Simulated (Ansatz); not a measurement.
## Run report: SnH₆SO, molecular dynamics (part 1 of 5)

System: SnH₆SO.
Method: RKS PBE/def2-SVP (Ansatz 0.2.0).

It belongs to a series of runs on one base structure; here: dynamics from the highest image of the converged band. Figures and captions count atoms from 1; the log counts them from 0 in places.

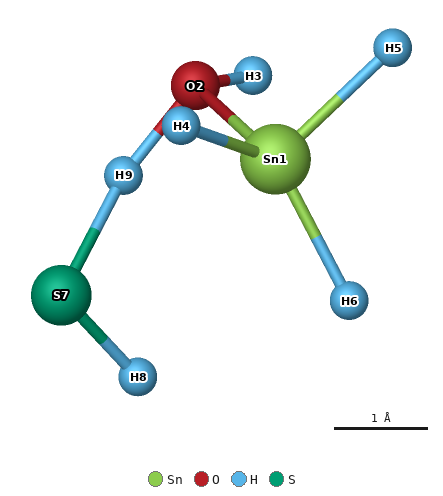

**Figure 1.** The structure as given in the input (ball-and-stick view, seen at a tilt; atoms are numbered from 1 in the order of the input). Sticks mark near contacts. Bond lengths as drawn: H–O 0.98 to 1.25 Å, H–S 1.36 to 1.63 Å, H–Sn 1.72 to 1.75 Å and O–Sn 2.17 Å.

**Key numbers**

| quantity | value |
| --- | --- |
| outcome | finished |
| mean temperature over the second half | 380 K |
| trajectory | 200 steps, 100 fs |
| ensemble | nve |
| temperature in the input | 300.0 K |
| time step | 0.5 fs |
| potential energy (last step) | −18798.5248 eV |
| mean-field energy (last step) | −18798.5248 eV |
| largest force (length of the vector) (last step) | 0.794 eV/Å |
| hardware | 2 threads of Arm Neoverse V2, 24 GiB of memory available, shared host |
| wall time | 3.6 min (CPU time 7 min) |
| peak memory | 0.12 GiB |

**Notes**

So short a trajectory is not equilibrated.

**Input**
```yaml
crystal:
  periodic: [false, false, false]
  atoms:
    - { symbol: Sn, position_ang: [0.064546, -0.117834, -0.12314] }
    - { symbol: O, position_ang: [0.129003, -0.140082, 2.042489] }
    - { symbol: H, position_ang: [-0.742804, -0.124376, 2.489029] }
    - { symbol: H, position_ang: [1.585224, 0.387032, -0.739821] }
    - { symbol: H, position_ang: [-1.005675, 1.266766, -0.077084] }
    - { symbol: H, position_ang: [-0.820757, -1.372719, -0.914178] }
    - { symbol: S, position_ang: [1.528086, -2.369281, 1.162989] }
    - { symbol: H, position_ang: [0.440336, -3.183138, 1.05812] }
    - { symbol: H, position_ang: [0.72214, -1.236869, 2.014397] }
basis:
  gaussian: { orbitals: def2-SVP }
hamiltonian:
  xc: pbe
md:
  timestep: 0.5
  n_steps: 200
  ensemble: nve
  temperature: 300.0
  initial_velocities: maxwell_boltzmann
  seed: 2136
```

Run as:
```bash
ansatz run input.yaml --threads 2 --pin off --max-ram 3072MiB --backend cpu --events-out ev --progress --plain --runs-dir out
```

**What the program printed**
```
Engine: ansatz 0.2.0, aarch64-unknown-linux-gnu
Functional definition: PBE
  parameter kappa = 0.804
  parameter beta = 0.06672455060314922
  exchange = pbe_x(kappa = kappa, mu = beta*pi^2/3)
  correlation = pbe_c(beta = beta)
987 factors; their error is unknown
mean field evaluation 1: about -18793.2543 eV, gradient 5.2e1 eV
mean field evaluation 2: about -18756.5019 eV, gradient 1.4e2 eV
mean field evaluation 4: about -18798.0360 eV, gradient 1.1e1 eV
mean field evaluation 8: about -18798.4305 eV, gradient 1.7e-1 eV
mean field evaluation 16: about -18798.4013 eV, gradient 3.3e-5 eV
mean field -18798.40129292 eV, -690.8285055006 hartree, gradient 3.3e-5 eV, S^2 0.000000; 0 other end points of the search recorded, 0 dependent functions left out
the calculation of the forces begins
reference -18798.40133177 eV, -690.8285069284 hartree; 26, 26 occupied and 62, 62 virtual orbitals, 987 factors
md step     0: t =     0.00 fs  T =   300.0 K  F+E_penalty+E_count = -18798.40129292 eV  E_kin = 0.271446 eV  conserved = -18798.12984692 eV  (25 SCF iters)
these checks for a lower state are left out or cut short: starts, cluster_reference, orbital_swaps, neighbouring_geometries, increment
987 factors; their error is unknown
mean field -18798.39714950 eV, -690.8283532329 hartree, gradient 1.5e-5 eV, S^2 0.000000; 0 other end points of the search recorded, 0 dependent functions left out
the calculation of the forces begins
reference -18798.39718840 eV, -690.8283546624 hartree; 26, 26 occupied and 62, 62 virtual orbitals, 987 factors
md step     1: t =     0.50 fs  T =   295.5 K  F+E_penalty+E_count = -18798.39714950 eV  E_kin = 0.267375 eV  conserved = -18798.12977469 eV  (27 SCF iters)
[... from here on the SCF iterations and repeated set-up lines of each step are left out, up to the last step ...]
md step     2: t =     1.00 fs  T =   283.1 K  F+E_penalty+E_count = -18798.38579670 eV  E_kin = 0.256193 eV  conserved = -18798.12960354 eV  (27 SCF iters)
md step     3: t =     1.50 fs  T =   265.8 K  F+E_penalty+E_count = -18798.36989314 eV  E_kin = 0.240500 eV  conserved = -18798.12939301 eV  (28 SCF iters)
md step     4: t =     2.00 fs  T =   247.0 K  F+E_penalty+E_count = -18798.35273583 eV  E_kin = 0.223531 eV  conserved = -18798.12920516 eV  (27 SCF iters)
md step     5: t =     2.50 fs  T =   230.1 K  F+E_penalty+E_count = -18798.33727798 eV  E_kin = 0.208189 eV  conserved = -18798.12908856 eV  (27 SCF iters)
md step     6: t =     3.00 fs  T =   216.9 K  F+E_penalty+E_count = -18798.32535540 eV  E_kin = 0.196287 eV  conserved = -18798.12906814 eV  (27 SCF iters)
md step     7: t =     3.50 fs  T =   207.9 K  F+E_penalty+E_count = -18798.31729495 eV  E_kin = 0.188156 eV  conserved = -18798.12913888 eV  (28 SCF iters)
md step     8: t =     4.00 fs  T =   202.0 K  F+E_penalty+E_count = -18798.31200714 eV  E_kin = 0.182743 eV  conserved = -18798.12926430 eV  (27 SCF iters)
md step     9: t =     4.50 fs  T =   196.9 K  F+E_penalty+E_count = -18798.30756842 eV  E_kin = 0.178183 eV  conserved = -18798.12938555 eV  (28 SCF iters)
md step    10: t =     5.00 fs  T =   190.9 K  F+E_penalty+E_count = -18798.30214012 eV  E_kin = 0.172698 eV  conserved = -18798.12944255 eV  (26 SCF iters)
md step    11: t =     5.50 fs  T =   182.9 K  F+E_penalty+E_count = -18798.29488511 eV  E_kin = 0.165480 eV  conserved = -18798.12940462 eV  (27 SCF iters)
md step    12: t =     6.00 fs  T =   173.7 K  F+E_penalty+E_count = -18798.28641960 eV  E_kin = 0.157126 eV  conserved = -18798.12929317 eV  (27 SCF iters)
md step    13: t =     6.50 fs  T =   165.0 K  F+E_penalty+E_count = -18798.27845770 eV  E_kin = 0.149278 eV  conserved = -18798.12917930 eV  (27 SCF iters)
md step    14: t =     7.00 fs  T =   158.7 K  F+E_penalty+E_count = -18798.27273016 eV  E_kin = 0.143590 eV  conserved = -18798.12914053 eV  (28 SCF iters)
md step    15: t =     7.50 fs  T =   155.4 K  F+E_penalty+E_count = -18798.26981839 eV  E_kin = 0.140611 eV  conserved = -18798.12920733 eV  (27 SCF iters)
md step    16: t =     8.00 fs  T =   154.0 K  F+E_penalty+E_count = -18798.26869924 eV  E_kin = 0.139358 eV  conserved = -18798.12934151 eV  (27 SCF iters)
md step    17: t =     8.50 fs  T =   152.3 K  F+E_penalty+E_count = -18798.26731042 eV  E_kin = 0.137843 eV  conserved = -18798.12946752 eV  (27 SCF iters)
md step    18: t =     9.00 fs  T =   148.3 K  F+E_penalty+E_count = -18798.26369023 eV  E_kin = 0.134166 eV  conserved = -18798.12952392 eV  (26 SCF iters)
md step    19: t =     9.50 fs  T =   140.8 K  F+E_penalty+E_count = -18798.25692481 eV  E_kin = 0.127430 eV  conserved = -18798.12949480 eV  (27 SCF iters)
md step    20: t =    10.00 fs  T =   130.4 K  F+E_penalty+E_count = -18798.24742433 eV  E_kin = 0.118019 eV  conserved = -18798.12940508 eV  (27 SCF iters)
md step    21: t =    10.50 fs  T =   118.5 K  F+E_penalty+E_count = -18798.23656363 eV  E_kin = 0.107266 eV  conserved = -18798.12929802 eV  (28 SCF iters)
md step    22: t =    11.00 fs  T =   107.0 K  F+E_penalty+E_count = -18798.22601679 eV  E_kin = 0.096803 eV  conserved = -18798.12921379 eV  (27 SCF iters)
md step    23: t =    11.50 fs  T =    97.2 K  F+E_penalty+E_count = -18798.21712050 eV  E_kin = 0.087943 eV  conserved = -18798.12917734 eV  (26 SCF iters)
md step    24: t =    12.00 fs  T =    89.8 K  F+E_penalty+E_count = -18798.21046904 eV  E_kin = 0.081275 eV  conserved = -18798.12919451 eV  (26 SCF iters)
md step    25: t =    12.50 fs  T =    84.6 K  F+E_penalty+E_count = -18798.20581777 eV  E_kin = 0.076566 eV  conserved = -18798.12925184 eV  (27 SCF iters)
md step    26: t =    13.00 fs  T =    80.7 K  F+E_penalty+E_count = -18798.20230189 eV  E_kin = 0.072983 eV  conserved = -18798.12931900 eV  (27 SCF iters)
md step    27: t =    13.50 fs  T =    76.9 K  F+E_penalty+E_count = -18798.19892667 eV  E_kin = 0.069572 eV  conserved = -18798.12935509 eV  (27 SCF iters)
md step    28: t =    14.00 fs  T =    72.8 K  F+E_penalty+E_count = -18798.19520939 eV  E_kin = 0.065886 eV  conserved = -18798.12932384 eV  (27 SCF iters)
md step    29: t =    14.50 fs  T =    69.1 K  F+E_penalty+E_count = -18798.19172730 eV  E_kin = 0.062512 eV  conserved = -18798.12921557 eV  (27 SCF iters)
md step    30: t =    15.00 fs  T =    67.6 K  F+E_penalty+E_count = -18798.19022696 eV  E_kin = 0.061159 eV  conserved = -18798.12906782 eV  (27 SCF iters)
md step    31: t =    15.50 fs  T =    70.8 K  F+E_penalty+E_count = -18798.19301669 eV  E_kin = 0.064057 eV  conserved = -18798.12895941 eV  (27 SCF iters)
md step    32: t =    16.00 fs  T =    80.4 K  F+E_penalty+E_count = -18798.20174848 eV  E_kin = 0.072778 eV  conserved = -18798.12897024 eV  (27 SCF iters)
md step    33: t =    16.50 fs  T =    96.2 K  F+E_penalty+E_count = -18798.21621356 eV  E_kin = 0.087088 eV  conserved = -18798.12912535 eV  (27 SCF iters)
md step    34: t =    17.00 fs  T =   115.6 K  F+E_penalty+E_count = -18798.23397604 eV  E_kin = 0.104606 eV  conserved = -18798.12937040 eV  (27 SCF iters)
md step    35: t =    17.50 fs  T =   134.4 K  F+E_penalty+E_count = -18798.25119706 eV  E_kin = 0.121594 eV  conserved = -18798.12960342 eV  (27 SCF iters)
md step    36: t =    18.00 fs  T =   148.6 K  F+E_penalty+E_count = -18798.26418569 eV  E_kin = 0.134451 eV  conserved = -18798.12973504 eV  (27 SCF iters)
md step    37: t =    18.50 fs  T =   155.9 K  F+E_penalty+E_count = -18798.27078216 eV  E_kin = 0.141051 eV  conserved = -18798.12973089 eV  (27 SCF iters)
md step    38: t =    19.00 fs  T =   156.2 K  F+E_penalty+E_count = -18798.27093170 eV  E_kin = 0.141319 eV  conserved = -18798.12961243 eV  (27 SCF iters)
md step    39: t =    19.50 fs  T =   151.4 K  F+E_penalty+E_count = -18798.26639117 eV  E_kin = 0.136958 eV  conserved = -18798.12943339 eV  (27 SCF iters)
md step    40: t =    20.00 fs  T =   144.4 K  F+E_penalty+E_count = -18798.25990765 eV  E_kin = 0.130654 eV  conserved = -18798.12925360 eV  (27 SCF iters)
md step    41: t =    20.50 fs  T =   138.3 K  F+E_penalty+E_count = -18798.25427956 eV  E_kin = 0.125159 eV  conserved = -18798.12912048 eV  (28 SCF iters)
md step    42: t =    21.00 fs  T =   135.4 K  F+E_penalty+E_count = -18798.25159367 eV  E_kin = 0.122533 eV  conserved = -18798.12906100 eV  (27 SCF iters)
md step    43: t =    21.50 fs  T =   136.7 K  F+E_penalty+E_count = -18798.25278568 eV  E_kin = 0.123707 eV  conserved = -18798.12907901 eV  (27 SCF iters)
md step    44: t =    22.00 fs  T =   141.9 K  F+E_penalty+E_count = -18798.25758087 eV  E_kin = 0.128426 eV  conserved = -18798.12915465 eV  (27 SCF iters)
md step    45: t =    22.50 fs  T =   149.8 K  F+E_penalty+E_count = -18798.26481518 eV  E_kin = 0.135567 eV  conserved = -18798.12924848 eV  (28 SCF iters)
md step    46: t =    23.00 fs  T =   158.9 K  F+E_penalty+E_count = -18798.27305941 eV  E_kin = 0.143746 eV  conserved = -18798.12931370 eV  (27 SCF iters)
md step    47: t =    23.50 fs  T =   168.0 K  F+E_penalty+E_count = -18798.28134137 eV  E_kin = 0.152023 eV  conserved = -18798.12931798 eV  (27 SCF iters)
md step    48: t =    24.00 fs  T =   177.2 K  F+E_penalty+E_count = -18798.28962227 eV  E_kin = 0.160355 eV  conserved = -18798.12926745 eV  (27 SCF iters)
md step    49: t =    24.50 fs  T =   187.3 K  F+E_penalty+E_count = -18798.29867838 eV  E_kin = 0.169466 eV  conserved = -18798.12921232 eV  (28 SCF iters)
md step    50: t =    25.00 fs  T =   199.1 K  F+E_penalty+E_count = -18798.30932762 eV  E_kin = 0.180109 eV  conserved = -18798.12921893 eV  (27 SCF iters)
md step    51: t =    25.50 fs  T =   212.3 K  F+E_penalty+E_count = -18798.32144306 eV  E_kin = 0.192125 eV  conserved = -18798.12931854 eV  (27 SCF iters)
md step    52: t =    26.00 fs  T =   225.5 K  F+E_penalty+E_count = -18798.33349914 eV  E_kin = 0.204022 eV  conserved = -18798.12947699 eV  (27 SCF iters)
md step    53: t =    26.50 fs  T =   235.9 K  F+E_penalty+E_count = -18798.34308302 eV  E_kin = 0.213466 eV  conserved = -18798.12961657 eV  (26 SCF iters)
md step    54: t =    27.00 fs  T =   241.4 K  F+E_penalty+E_count = -18798.34806184 eV  E_kin = 0.218393 eV  conserved = -18798.12966884 eV  (26 SCF iters)
md step    55: t =    27.50 fs  T =   240.9 K  F+E_penalty+E_count = -18798.34762417 eV  E_kin = 0.218009 eV  conserved = -18798.12961497 eV  (26 SCF iters)
md step    56: t =    28.00 fs  T =   235.5 K  F+E_penalty+E_count = -18798.34259218 eV  E_kin = 0.213105 eV  conserved = -18798.12948719 eV  (26 SCF iters)
md step    57: t =    28.50 fs  T =   227.2 K  F+E_penalty+E_count = -18798.33495825 eV  E_kin = 0.205617 eV  conserved = -18798.12934092 eV  (26 SCF iters)
md step    58: t =    29.00 fs  T =   218.6 K  F+E_penalty+E_count = -18798.32702766 eV  E_kin = 0.197799 eV  conserved = -18798.12922829 eV  (26 SCF iters)
md step    59: t =    29.50 fs  T =   211.6 K  F+E_penalty+E_count = -18798.32060156 eV  E_kin = 0.191422 eV  conserved = -18798.12917956 eV  (26 SCF iters)
md step    60: t =    30.00 fs  T =   207.0 K  F+E_penalty+E_count = -18798.31648190 eV  E_kin = 0.187282 eV  conserved = -18798.12919976 eV  (26 SCF iters)
md step    61: t =    30.50 fs  T =   204.6 K  F+E_penalty+E_count = -18798.31437211 eV  E_kin = 0.185099 eV  conserved = -18798.12927325 eV  (27 SCF iters)
md step    62: t =    31.00 fs  T =   203.1 K  F+E_penalty+E_count = -18798.31312714 eV  E_kin = 0.183759 eV  conserved = -18798.12936851 eV  (27 SCF iters)
md step    63: t =    31.50 fs  T =   201.0 K  F+E_penalty+E_count = -18798.31127176 eV  E_kin = 0.181830 eV  conserved = -18798.12944192 eV  (27 SCF iters)
md step    64: t =    32.00 fs  T =   197.0 K  F+E_penalty+E_count = -18798.30769008 eV  E_kin = 0.178239 eV  conserved = -18798.12945072 eV  (27 SCF iters)
md step    65: t =    32.50 fs  T =   191.1 K  F+E_penalty+E_count = -18798.30229624 eV  E_kin = 0.172926 eV  conserved = -18798.12937052 eV  (27 SCF iters)
md step    66: t =    33.00 fs  T =   184.8 K  F+E_penalty+E_count = -18798.29638706 eV  E_kin = 0.167168 eV  conserved = -18798.12921863 eV  (27 SCF iters)
md step    67: t =    33.50 fs  T =   180.5 K  F+E_penalty+E_count = -18798.29234010 eV  E_kin = 0.163279 eV  conserved = -18798.12906130 eV  (27 SCF iters)
md step    68: t =    34.00 fs  T =   180.8 K  F+E_penalty+E_count = -18798.29258100 eV  E_kin = 0.163596 eV  conserved = -18798.12898457 eV  (27 SCF iters)
md step    69: t =    34.50 fs  T =   187.0 K  F+E_penalty+E_count = -18798.29827382 eV  E_kin = 0.169234 eV  conserved = -18798.12904028 eV  (28 SCF iters)
md step    70: t =    35.00 fs  T =   198.2 K  F+E_penalty+E_count = -18798.30855160 eV  E_kin = 0.179346 eV  conserved = -18798.12920580 eV  (27 SCF iters)
md step    71: t =    35.50 fs  T =   211.6 K  F+E_penalty+E_count = -18798.32085333 eV  E_kin = 0.191453 eV  conserved = -18798.12940005 eV  (27 SCF iters)
md step    72: t =    36.00 fs  T =   223.9 K  F+E_penalty+E_count = -18798.33214366 eV  E_kin = 0.202605 eV  conserved = -18798.12953851 eV  (26 SCF iters)
md step    73: t =    36.50 fs  T =   232.8 K  F+E_penalty+E_count = -18798.34021279 eV  E_kin = 0.210634 eV  conserved = -18798.12957892 eV  (26 SCF iters)
md step    74: t =    37.00 fs  T =   237.4 K  F+E_penalty+E_count = -18798.34435992 eV  E_kin = 0.214831 eV  conserved = -18798.12952940 eV  (26 SCF iters)
md step    75: t =    37.50 fs  T =   238.6 K  F+E_penalty+E_count = -18798.34530634 eV  E_kin = 0.215878 eV  conserved = -18798.12942816 eV  (26 SCF iters)
md step    76: t =    38.00 fs  T =   238.0 K  F+E_penalty+E_count = -18798.34462196 eV  E_kin = 0.215304 eV  conserved = -18798.12931813 eV  (27 SCF iters)
md step    77: t =    38.50 fs  T =   237.4 K  F+E_penalty+E_count = -18798.34404675 eV  E_kin = 0.214815 eV  conserved = -18798.12923174 eV  (27 SCF iters)
md step    78: t =    39.00 fs  T =   238.5 K  F+E_penalty+E_count = -18798.34495839 eV  E_kin = 0.215772 eV  conserved = -18798.12918682 eV  (27 SCF iters)
md step    79: t =    39.50 fs  T =   241.9 K  F+E_penalty+E_count = -18798.34807761 eV  E_kin = 0.218892 eV  conserved = -18798.12918604 eV  (26 SCF iters)
md step    80: t =    40.00 fs  T =   247.8 K  F+E_penalty+E_count = -18798.35342282 eV  E_kin = 0.224206 eV  conserved = -18798.12921725 eV  (27 SCF iters)
md step    81: t =    40.50 fs  T =   255.6 K  F+E_penalty+E_count = -18798.36050577 eV  E_kin = 0.231250 eV  conserved = -18798.12925583 eV  (27 SCF iters)
md step    82: t =    41.00 fs  T =   264.7 K  F+E_penalty+E_count = -18798.36873426 eV  E_kin = 0.239464 eV  conserved = -18798.12926988 eV  (27 SCF iters)
md step    83: t =    41.50 fs  T =   274.8 K  F+E_penalty+E_count = -18798.37790802 eV  E_kin = 0.248671 eV  conserved = -18798.12923685 eV  (27 SCF iters)
md step    84: t =    42.00 fs  T =   286.7 K  F+E_penalty+E_count = -18798.38854505 eV  E_kin = 0.259379 eV  conserved = -18798.12916559 eV  (27 SCF iters)
md step    85: t =    42.50 fs  T =   301.3 K  F+E_penalty+E_count = -18798.40171736 eV  E_kin = 0.272612 eV  conserved = -18798.12910494 eV  (27 SCF iters)
md step    86: t =    43.00 fs  T =   319.6 K  F+E_penalty+E_count = -18798.41829620 eV  E_kin = 0.289177 eV  conserved = -18798.12911966 eV  (26 SCF iters)
md step    87: t =    43.50 fs  T =   341.2 K  F+E_penalty+E_count = -18798.43798961 eV  E_kin = 0.308748 eV  conserved = -18798.12924118 eV  (26 SCF iters)
md step    88: t =    44.00 fs  T =   364.1 K  F+E_penalty+E_count = -18798.45889627 eV  E_kin = 0.329462 eV  conserved = -18798.12943430 eV  (26 SCF iters)
md step    89: t =    44.50 fs  T =   385.1 K  F+E_penalty+E_count = -18798.47804032 eV  E_kin = 0.348423 eV  conserved = -18798.12961696 eV  (26 SCF iters)
md step    90: t =    45.00 fs  T =   401.1 K  F+E_penalty+E_count = -18798.49261142 eV  E_kin = 0.362899 eV  conserved = -18798.12971277 eV  (26 SCF iters)
md step    91: t =    45.50 fs  T =   410.5 K  F+E_penalty+E_count = -18798.50113174 eV  E_kin = 0.371439 eV  conserved = -18798.12969300 eV  (26 SCF iters)
md step    92: t =    46.00 fs  T =   413.7 K  F+E_penalty+E_count = -18798.50391758 eV  E_kin = 0.374337 eV  conserved = -18798.12958103 eV  (27 SCF iters)
md step    93: t =    46.50 fs  T =   412.6 K  F+E_penalty+E_count = -18798.50274438 eV  E_kin = 0.373316 eV  conserved = -18798.12942868 eV  (26 SCF iters)
md step    94: t =    47.00 fs  T =   409.8 K  F+E_penalty+E_count = -18798.50004217 eV  E_kin = 0.370751 eV  conserved = -18798.12929122 eV  (26 SCF iters)
md step    95: t =    47.50 fs  T =   407.6 K  F+E_penalty+E_count = -18798.49802044 eV  E_kin = 0.368811 eV  conserved = -18798.12920916 eV  (26 SCF iters)
md step    96: t =    48.00 fs  T =   407.6 K  F+E_penalty+E_count = -18798.49800560 eV  E_kin = 0.368803 eV  conserved = -18798.12920251 eV  (26 SCF iters)
md step    97: t =    48.50 fs  T =   409.9 K  F+E_penalty+E_count = -18798.50011599 eV  E_kin = 0.370848 eV  conserved = -18798.12926786 eV  (26 SCF iters)
md step    98: t =    49.00 fs  T =   413.3 K  F+E_penalty+E_count = -18798.50332064 eV  E_kin = 0.373942 eV  conserved = -18798.12937834 eV  (26 SCF iters)
md step    99: t =    49.50 fs  T =   416.0 K  F+E_penalty+E_count = -18798.50587745 eV  E_kin = 0.376390 eV  conserved = -18798.12948759 eV  (26 SCF iters)
md step   100: t =    50.00 fs  T =   416.1 K  F+E_penalty+E_count = -18798.50607713 eV  E_kin = 0.376536 eV  conserved = -18798.12954158 eV  (26 SCF iters)
md step   101: t =    50.50 fs  T =   412.9 K  F+E_penalty+E_count = -18798.50308443 eV  E_kin = 0.373582 eV  conserved = -18798.12950285 eV  (26 SCF iters)
md step   102: t =    51.00 fs  T =   406.8 K  F+E_penalty+E_count = -18798.49750079 eV  E_kin = 0.368123 eV  conserved = -18798.12937743 eV  (26 SCF iters)
md step   103: t =    51.50 fs  T =   400.1 K  F+E_penalty+E_count = -18798.49124436 eV  E_kin = 0.362019 eV  conserved = -18798.12922537 eV  (26 SCF iters)
md step   104: t =    52.00 fs  T =   395.1 K  F+E_penalty+E_count = -18798.48662682 eV  E_kin = 0.357494 eV  conserved = -18798.12913242 eV  (26 SCF iters)
md step   105: t =    52.50 fs  T =   393.4 K  F+E_penalty+E_count = -18798.48506698 eV  E_kin = 0.355914 eV  conserved = -18798.12915336 eV  (26 SCF iters)
md step   106: t =    53.00 fs  T =   394.5 K  F+E_penalty+E_count = -18798.48626589 eV  E_kin = 0.356990 eV  conserved = -18798.12927554 eV  (27 SCF iters)
md step   107: t =    53.50 fs  T =   396.7 K  F+E_penalty+E_count = -18798.48839270 eV  E_kin = 0.358962 eV  conserved = -18798.12943053 eV  (26 SCF iters)
md step   108: t =    54.00 fs  T =   397.4 K  F+E_penalty+E_count = -18798.48909425 eV  E_kin = 0.359548 eV  conserved = -18798.12954618 eV  (26 SCF iters)
md step   109: t =    54.50 fs  T =   394.6 K  F+E_penalty+E_count = -18798.48659586 eV  E_kin = 0.357011 eV  conserved = -18798.12958531 eV  (26 SCF iters)
```
